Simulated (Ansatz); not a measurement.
# Quasi-harmonic thermodynamics of ZnS (F-43m), part 2 of 2

Aim: the lattice, expansion, heat capacity and bulk modulus of ZnS as it warms.

Experimental results on record:
- bulk modulus 71.4 GPa near room temperature (given in “High-Throughput Prediction of Finite-Temperature Properties using the Quasi-Harmonic Approximation”, 2016, arXiv:1603.06924)

Ansatz 0.2.0; DFT LDA, scalar-relativistic, plane waves, PAW; PAW set soft_1.

So far. Step 2 (Probe on a coarse mesh): The start is under -4.5 GPa at this level and looks like an insulator or semiconductor on this mesh. Step 4 (Tight relaxation): The residual pressure is -0.0059 GPa, small enough for phonons. The relaxed cell has a = 5.297 Å (conventional setting).

The database entry behind the starting cell differs from later determinations by our own check (about 0.1 % short), so it need not match the best structure at ambient conditions.

### 5. Phonons on strained cells

Thermal expansion follows from how the free energy of the vibrations (and of the electrons in a metal) changes with strain, so the program makes strained cells, their phonons and a fit in one run.

Input file input.yaml:

```yaml
crystal:
  lattice:
    - [0.0, 2.6483576481, 2.6483576481]
    - [2.6483576481, 0.0, 2.6483576481]
    - [2.6483576481, 2.6483576481, 0.0]
  atoms:
    - { symbol: Zn, position: [0.25, 0.25, 0.25] }
    - { symbol: S, position: [0.0, 0.0, 0.0] }
kpoints:
  mp_grid: { grid: [12, 12, 12] }
hamiltonian:
  xc: lda
  pseudopotentials: { kind: paw, azcp: { folder: soft_1 }, xc_functional: pbe }
scf:
  occupations: { method: fixed }
  lower_state_search: "off"
output:
  eigenvalues: true
phonons:
  method: dfpt
  qmesh: [4, 4, 4]
  temperatures: { t_max: 800.0, t_step: 50 }
  thermal_expansion: {}
```

Launch:

```bash
$ ansatz run input.yaml --threads 8 --pin off --max-ram 16384MiB --backend cpu --events-out ev --progress --plain --runs-dir out
```

Numbers of over 12 decimals in the logs are rounded to 6 here.

The log of the run:

```text
Warning: phonons: the dynamical matrix that this run interpolates holds no multipole term above the dipole-dipole one, and a site of this crystal is no centre of inversion, so its interpolated transverse optical and acoustic branches and sound speeds can stay off near Gamma, and the density of states and the thermodynamics with them. What a run solves at a wave vector of phonons.qpoints, Gamma apart, where the deck admits one, is free of this, and under fd what a larger phonons.supercell samples
[...]
Crystal: 2 atoms, lattice volume = 37.150 Å³
Basis set: ecut = 487.2 eV, 893 PW (Γ), exchange–correlation on 54×54×54 points (8 copies of the dense FFT grid, shifted against one another)
Bands: 13, of which v1, the nominal top of the filled ones, is band 9 counted from 1 (8 counted from 0)
Symmetry: 24 space group operations
[...]
k-points: 72 of 1728 (time reversal used)
[...]
SCF iter   1: F=—  HF=-4117.550021 eV  |F-HF|=—  |Δ(HF+E_count)|=         —  Δρ=3.85e-2  dr2=3.42e-1  ethr=3.10e-3  ⟨swp⟩=5.2  Hψ=5627  notcnv=0  defer=131
[...]
SCF iter  10: F=-4117.445204 eV  HF=-4117.445204 eV  |F-HF|=9.09e-13  |Δ(HF+E_count)|=  1.73e-11  Δρ=2.64e-8  dr2=1.09e-13  ethr=1.00e-12  ⟨swp⟩=6.2  Hψ=4345  notcnv=0
SCF 1 converged in 10 iterations: F = -4117.445204 eV  dr2 = 1.09e-13
[...]
relax step   1: F+E_penalty+E_count = -4117.44520418 eV  Δ(F+E_penalty+E_count) = +0.000e0 eV  max|allowed force component| = 2.128e-16 eV/Å  Δτ_max = 0.0000 Å  (10 SCF iters, accepted)
SCF converged after 10 iterations
Free energy (F): -4117.445204 eV
[...]
Internal energy: -4117.445204 eV  (E = F + TS)
E sigma→0 (E₀):  -4117.445204 eV
Fermi energy:    6.297034 eV
[...]
--- Stress (GPa, compression-positive) ---
       -0.014052      -0.000000      -0.000000
        0.000000      -0.014052       0.000000
       -0.000000       0.000000      -0.014052
  P = ⅓ Tr σ = -0.0141 GPa (-0.141 kbar)
--- Band table (eV; the first three rows and the last of 72) ---
  k-point 0: bands = [... 5 lower, 0.1062, 6.2970, 6.2970, 6.2970, 8.4170, 12.4659, 12.4659, 12.4659]
  k-point 1: bands = [... 5 lower, 0.1050, 5.6600, 6.2187, 6.2187, 8.9050, 12.4023, 12.5982, 12.5982]
  k-point 2: bands = [... 5 lower, 0.1036, 4.4819, 6.0182, 6.0182, 9.5316, 12.5136, 12.8999, 12.8999]
  k-point 71: bands = [... 5 lower, 0.5811, 1.3195, 3.1877, 3.2854, 11.8012, 12.4462, 14.0798, 14.2568]
── thermal expansion: 3 new cells, 3 in all ──
thermal expansion: relaxation of cell 2
thermal expansion: relaxation of cell 3
── thermal expansion: 2 new cells, 5 in all ──
thermal expansion: relaxation of cell 4
thermal expansion: phonons of cell 4
thermal expansion: relaxation of cell 5
thermal expansion: phonons of cell 5
── thermal expansion: 5 new cells, 10 in all ──
thermal expansion: relaxation of cell 6
thermal expansion: relaxation of cell 7
thermal expansion: relaxation of cell 8
thermal expansion: relaxation of cell 9
thermal expansion: relaxation of cell 10
thermal expansion: phonons of cell 6
thermal expansion: phonons of cell 7
--- Relaxed structure (1 steps of the walk, 1 accepted, 0 SCFs on fresh bases) ---
  F+E_penalty+E_count = -4117.44520418 eV   max|allowed force component| = 2.128e-16 eV/Å
  atoms:
    - { symbol: Zn, position: [0.25, 0.25, 0.25] }
    - { symbol: S, position: [0.0, 0.0, 0.0] }
--- Thermal expansion: 10 cells in 3 rounds, 0 GPa ---
  no lower state was looked for at cell 4: scf.lower_state_search: off
  without vibrations: a 3.74514, b 3.74514, c 3.74514 Å, V 37.1440 Å³, B 86.53 GPa
  at 0 K: a 3.75166, b 3.75166, c 3.75166 Å, V 37.3383 Å³, B 85.10 GPa
  zero-point expansion: a +0.174, b +0.174, c +0.174, V +0.523 %
      T/K        a/Å        b/Å        c/Å       V/Å³ | expansion of a, b, c, V (1e-6/K)   | that of V in the mean from 25 °C | C_P, C_V (J/mol K of the cell) | B_T, B_S (GPa)
     0.00    3.75166    3.75166    3.75166    37.3383 |    0.00    0.00    0.00    0.00 |    9.47 |     0.000     0.000 |    85.10    85.10
   100.00    3.75170    3.75170    3.75170    37.3397 |    1.54    1.54    1.54    4.63 |   14.06 |    24.751    24.747 |    84.72    84.74
   200.00    3.75303    3.75303    3.75303    37.3794 |    5.06    5.06    5.06   15.17 |   17.57 |    39.672    39.585 |    83.62    83.80
   298.15    3.75519    3.75519    3.75519    37.4440 |    6.48    6.48    6.48   19.43 |       - |    44.904    44.695 |    82.36    82.74
   350.00    3.75650    3.75650    3.75650    37.4830 |    6.90    6.90    6.90   20.70 |   20.11 |    46.300    46.023 |    81.67    82.17
   450.00    3.75920    3.75920    3.75920    37.5640 |    7.45    7.45    7.45   22.34 |   21.11 |    47.901    47.493 |    80.34    81.03
   550.00    3.76208    3.76208    3.76208    37.6503 |    7.83    7.83    7.83   23.50 |   21.88 |    48.813    48.269 |    79.00    79.89
   650.00    3.76509    3.76509    3.76509    37.7407 |    8.14    8.14    8.14   24.43 |   22.52 |    49.410    48.726 |    77.65    78.74
   750.00    3.76821    3.76821    3.76821    37.8346 |    8.42    8.42    8.42   25.26 |   23.09 |    49.847    49.015 |    76.30    77.60
   800.00    3.76981    3.76981    3.76981    37.8828 |    8.55    8.55    8.55   25.65 |   23.35 |    50.030    49.122 |    75.62    77.02
  the static fit leaves 0.001 meV an atom of the energies and, of the stresses, 0.000 GPa of each cell's largest along a strain (root mean squares over the cells), whose Pulay part it has at -0.033 GPa
  vibrations' free energy: its fit passes through its cells
  the electrons' free energy at temperature is not in it: every band gap is over 0.83 eV
  free energies summed between the sampled wave vectors
  estimated error of the fitted expansion in any direction: up to 0.053e-6/K, at 800 K, with few degrees of freedom (an estimate, not a bound: it was exceeded on models of known expansion)
  by sums over the sampled wave vectors an expansion of the volume parts by up to 0.74e-6/K
  by a static energy of one degree less an expansion of the volume parts by up to 0.01e-6/K
  the FFT grids of the static calculations differ: 27 × 27 × 27, 30 × 30 × 30
  band gaps on the cells' k-points are 1.945 to 2.255 eV
```

It took 11 min on 8 threads of Arm Neoverse V1, shared host; peak memory 2.6 GiB.

Numbers from this step:

| Property | Result |
| --- | --- |
| pressure | -0.01405 GPa |
| gap on the k-mesh | 2.120 eV |
| volume expansion coefficient at 298 K | 19.43 1e-6/K |
| C_P at 298 K | 22.45 J/mol-atom/K |
| entropy at 298 K | 28.73 J/mol-atom/K |
| isothermal bulk modulus at 298 K | 82.36 GPa |
| Grüneisen parameter at 298 K | 0.8073 |
| volume at 298 K | 18.72 Å³/atom |
| principal linear expansion coefficients at 298 K | 6.476, 6.476, 6.476 1e-6/K |

Strained cells of the study; zero-point energy where phonons were solved; the pressures are stresses at a fixed cutoff and can carry an offset from the finite basis. Expansion cells, by row:

| cell | \|a\| (Å) | \|b\| (Å) | \|c\| (Å) | V (Å³/atom) | E - E_lowest (meV/atom) | pressure, compression positive (GPa) | gap (eV) | zero-point energy (meV/atom) |
| --- | --- | --- | --- | --- | --- | --- | --- | --- |
| 1 | 3.745 | 3.745 | 3.745 | 18.57 | 0 | -0.047 | 2.12 | - |
| 2 | 3.775 | 3.775 | 3.775 | 19.02 | 2.849 | -2.006 | 2.013 | - |
| 3 | 3.716 | 3.716 | 3.716 | 18.14 | 2.883 | 2.132 | 2.228 | - |
| 4 | 3.745 | 3.745 | 3.745 | 18.58 | 0 | -0.053 | 2.12 | 41.25 |
| 5 | 3.764 | 3.764 | 3.764 | 18.86 | 1.145 | -1.303 | 2.053 | 40.47 |
| 6 | 3.756 | 3.756 | 3.756 | 18.74 | 0.398 | -0.792 | 2.081 | 40.79 |
| 7 | 3.778 | 3.778 | 3.778 | 19.07 | 3.417 | -2.185 | 2.003 | 39.89 |
| 8 | 3.708 | 3.708 | 3.708 | 18.03 | 4.532 | 2.711 | 2.255 | - |
| 9 | 3.727 | 3.727 | 3.727 | 18.3 | 1.102 | 1.283 | 2.187 | - |
| 10 | 3.795 | 3.795 | 3.795 | 19.32 | 7.566 | -3.158 | 1.945 | - |

Quasi-harmonic; a, b, c are the run's own cell vectors. Expansion, by row:

| T (K) | a (Å) | b (Å) | c (Å) | alpha (deg) | beta (deg) | gamma (deg) | cell volume (Å³/cell) | alpha_a (1e-6/K) | alpha_b (1e-6/K) | alpha_c (1e-6/K) | alpha_V (1e-6/K) | C_P (J/mol-atom/K) | C_V (J/mol-atom/K) | S (J/mol-atom/K) | B_T (GPa) | B_S (GPa) | Grueneisen | extrapolation | fit error (1e-6/K) |
| --- | --- | --- | --- | --- | --- | --- | --- | --- | --- | --- | --- | --- | --- | --- | --- | --- | --- | --- | --- |
| 0 | 3.752 | 3.752 | 3.752 | 60 | 60 | 60 | 37.34 | 0 | 0 | 0 | 0 | 0 | 0 | 0 | 85.1 | 85.1 | - | 0 | 0 |
| 50 | 3.752 | 3.752 | 3.752 | 60 | 60 | 60 | 37.34 | -0.34 | -0.34 | -0.34 | -1.02 | 5.708 | 5.708 | 2.841 | 85.04 | 85.04 | -0.171 | 0 | 0 |
| 100 | 3.752 | 3.752 | 3.752 | 60 | 60 | 60 | 37.34 | 1.54 | 1.54 | 1.54 | 4.63 | 12.38 | 12.37 | 8.931 | 84.72 | 84.74 | 0.357 | 0 | 0 |
| 150 | 3.752 | 3.752 | 3.752 | 60 | 60 | 60 | 37.35 | 3.67 | 3.67 | 3.67 | 11.01 | 17.07 | 17.05 | 14.91 | 84.21 | 84.3 | 0.612 | 0 | 0.01 |
| 200 | 3.753 | 3.753 | 3.753 | 60 | 60 | 60 | 37.38 | 5.06 | 5.06 | 5.06 | 15.17 | 19.84 | 19.79 | 20.24 | 83.62 | 83.8 | 0.721 | 0 | 0.01 |
| 250 | 3.754 | 3.754 | 3.754 | 60 | 60 | 60 | 37.41 | 5.92 | 5.92 | 5.92 | 17.77 | 21.47 | 21.39 | 24.85 | 82.98 | 83.27 | 0.776 | 0 | 0.01 |
| 298.1 | 3.755 | 3.755 | 3.755 | 60 | 60 | 60 | 37.44 | 6.48 | 6.48 | 6.48 | 19.43 | 22.45 | 22.35 | 28.73 | 82.36 | 82.74 | 0.807 | 0 | 0.02 |
| 300 | 3.755 | 3.755 | 3.755 | 60 | 60 | 60 | 37.45 | 6.49 | 6.49 | 6.49 | 19.48 | 22.48 | 22.38 | 28.86 | 82.33 | 82.72 | 0.808 | 0 | 0.02 |
| 350 | 3.756 | 3.756 | 3.756 | 60 | 60 | 60 | 37.48 | 6.9 | 6.9 | 6.9 | 20.7 | 23.15 | 23.01 | 32.38 | 81.67 | 82.17 | 0.829 | 0 | 0.02 |
| 400 | 3.758 | 3.758 | 3.758 | 60 | 60 | 60 | 37.52 | 7.2 | 7.2 | 7.2 | 21.61 | 23.61 | 23.44 | 35.51 | 81.01 | 81.6 | 0.844 | 0 | 0.02 |
| 450 | 3.759 | 3.759 | 3.759 | 60 | 60 | 60 | 37.56 | 7.45 | 7.45 | 7.45 | 22.34 | 23.95 | 23.75 | 38.31 | 80.34 | 81.03 | 0.855 | 0 | 0.02 |
| 500 | 3.761 | 3.761 | 3.761 | 60 | 60 | 60 | 37.61 | 7.65 | 7.65 | 7.65 | 22.96 | 24.21 | 23.97 | 40.85 | 79.67 | 80.46 | 0.864 | 0 | 0.01 |
| 550 | 3.762 | 3.762 | 3.762 | 60 | 60 | 60 | 37.65 | 7.83 | 7.83 | 7.83 | 23.5 | 24.41 | 24.14 | 43.16 | 79 | 79.89 | 0.872 | 0 | 0.01 |
| 600 | 3.764 | 3.764 | 3.764 | 60 | 60 | 60 | 37.7 | 7.99 | 7.99 | 7.99 | 23.98 | 24.57 | 24.26 | 45.29 | 78.33 | 79.32 | 0.879 | 0 | 0.01 |
| 650 | 3.765 | 3.765 | 3.765 | 60 | 60 | 60 | 37.74 | 8.14 | 8.14 | 8.14 | 24.43 | 24.7 | 24.36 | 47.27 | 77.65 | 78.74 | 0.885 | 0 | 0.01 |
| 700 | 3.767 | 3.767 | 3.767 | 60 | 60 | 60 | 37.79 | 8.28 | 8.28 | 8.28 | 24.85 | 24.82 | 24.44 | 49.1 | 76.98 | 78.17 | 0.891 | 0 | 0.02 |
| 750 | 3.768 | 3.768 | 3.768 | 60 | 60 | 60 | 37.83 | 8.42 | 8.42 | 8.42 | 25.26 | 24.92 | 24.51 | 50.82 | 76.3 | 77.6 | 0.896 | 0 | 0.04 |
| 800 | 3.77 | 3.77 | 3.77 | 60 | 60 | 60 | 37.88 | 8.55 | 8.55 | 8.55 | 25.65 | 25.02 | 24.56 | 52.43 | 75.62 | 77.02 | 0.901 | 0 | 0.05 |

The expansion coefficient by temperature; values in 1e-6/K:

| temperature (K) | volume | principal 1 |
| --- | --- | --- |
| 0 | 0 | 0 |
| 50 | -1.02 | -0.34 |
| 100 | 4.63 | 1.54 |
| 150 | 11.0 | 3.67 |
| 200 | 15.2 | 5.06 |
| 250 | 17.8 | 5.92 |
| 298 | 19.4 | 6.48 |
| 300 | 19.5 | 6.49 |
| 350 | 20.7 | 6.9 |
| 400 | 21.6 | 7.2 |
| 450 | 22.3 | 7.45 |
| 500 | 23.0 | 7.65 |
| 550 | 23.5 | 7.83 |
| 600 | 24.0 | 7.99 |
| 650 | 24.4 | 8.14 |
| 700 | 24.9 | 8.28 |
| 750 | 25.3 | 8.42 |
| 800 | 25.6 | 8.55 |

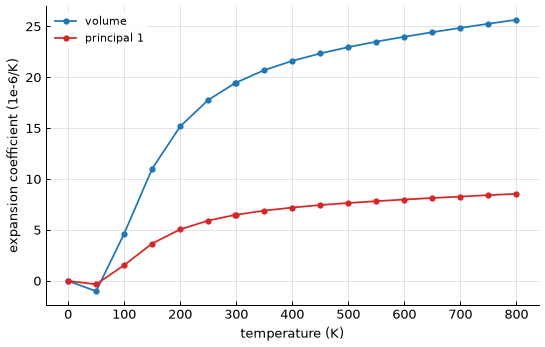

Expansion coefficient, plotted against temperature.

At 298 K the volume expansion is 19.4 × 10⁻⁶/K and B_T is 82.4 GPa. The program raised the cutoff to 487.2 eV by itself: with no cutoff typed, the study takes about 1.16 times the default for its relaxations and scales it with the volume for the phonons.

### 6. Outcome

| Item | Value |
| --- | --- |
| settings of these figures | LDA, 487.2 eV, k 12×12×12, q 4×4×4 |
| volume expansion coefficient at 298 K | 19.43 1e-6/K |
| C_P at 298 K | 22.45 J/mol-atom/K |
| entropy at 298 K | 28.73 J/mol-atom/K |
| isothermal bulk modulus at 298 K | 82.36 GPa |
| Grüneisen parameter at 298 K | 0.8073 |
| volume at 298 K | 18.72 Å³/atom |
| principal linear expansion coefficients at 298 K | 6.476, 6.476, 6.476 1e-6/K |

What this shows: Near room temperature ZnS expands by 19.4 × 10⁻⁶/K in volume by LDA, with C_P = 22.5 J/(mol K) per mole of atoms and B_T = 82.4 GPa. At low temperature the volume shrinks on warming, because modes with negative Grüneisen parameters outweigh the rest; the coefficient turns positive near 60 K. C_P at room temperature is 90 % of the classical 3R an atom, so the stiffest modes are still partly frozen out. A measured bulk modulus near room temperature is 71.4 GPa (arXiv:1603.06924); the calculated 82.4 GPa differs by +15 %. The table does not say whether its value is isothermal or adiabatic. The interpolation has no quadrupole term, so branches near the zone centre are less sure, since this crystal has sites that are not centres of inversion. The PAW files were made for PBE and are used here under another functional, for which the program regenerates the frozen cores.

[Logs are printed without paths, hosts, clocks, repeated set-up lines and the standing remarks that a program may print on its own settings, such as how far it seeks lower states.]

[Hosts, paths, dates, database ids (printed as entryN), source tags and the programs' standing remarks are cut or masked in the printed files.]

[A step with changed settings may run another functional than the one named; its input shows which.]
